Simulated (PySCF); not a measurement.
Molecule: Mg(iPr)(OSiH3), C3H10MgOSi, SMILES [Mg]([O][SiH3])[CH](C)C. Atoms near the plane z = 1.5 Å, at the GFN2-xTB optimised geometry (x, y, z in Å): Si13 (-0.5, -0.3, 0.0), H14 (1.0, -0.3, 0.0), H15 (-1.0, -1.0, 1.2), H16 (-1.0, 1.0, 0.0).

Calculation: PBE0/def2-TZVP in PySCF. The values are rescaled to run from 0 to 1.

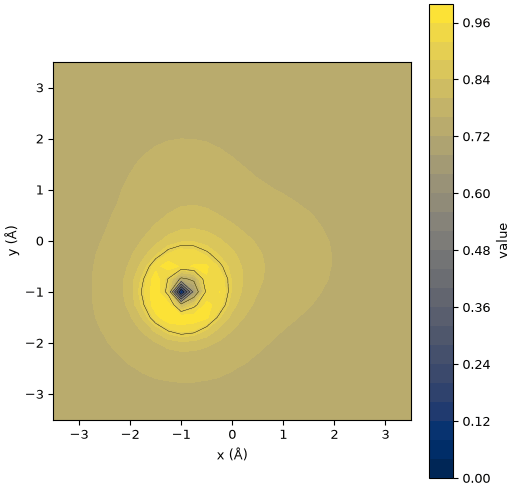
a field on the plane z = 1.5 Å.

Which quantity is mapped?
A) log10 of the electron density
B) Laplacian of the electron density
C) electrostatic potential
D) deformation density (molecule minus spherical neutral atoms)

B, Laplacian of the electron density. In full: Laplacian of the electron density (e/bohr⁵).
